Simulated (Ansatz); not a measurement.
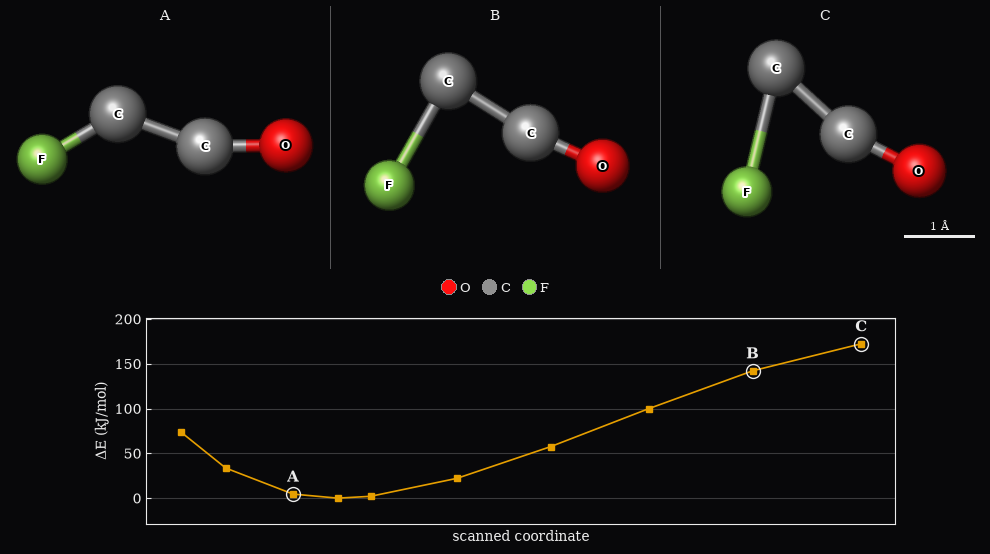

Frames of a one-coordinate scan of C₂OF (multiplicity 2). The picture is a ball-and-stick view, seen face on.

Level of theory: PBE0-D4 (def2-TZVPP, Ansatz), on geometries relaxed under the constraint at PBE0-D4/def2-TZVP. Energies are counted from the PBE0-D4/def2-TZVP minimum geometry at the same level.

### What is being scanned?

The C–F bond length is varied, with all other coordinates relaxed. In the frames the distance is 1.258 Å (A), 1.715 Å (B), 1.823 Å (C). Of the computed points the lowest is at the distance 1.302 Å, 0.0 kJ/mol. At the ends of the scan the energy is 74.2 kJ/mol (1.146 Å) and 172.3 kJ/mol (1.823 Å). The curvature at the lowest point is about 45 eV/Å² (7.2 mdyn/Å). The well is steeper on the short side, as for any bond.
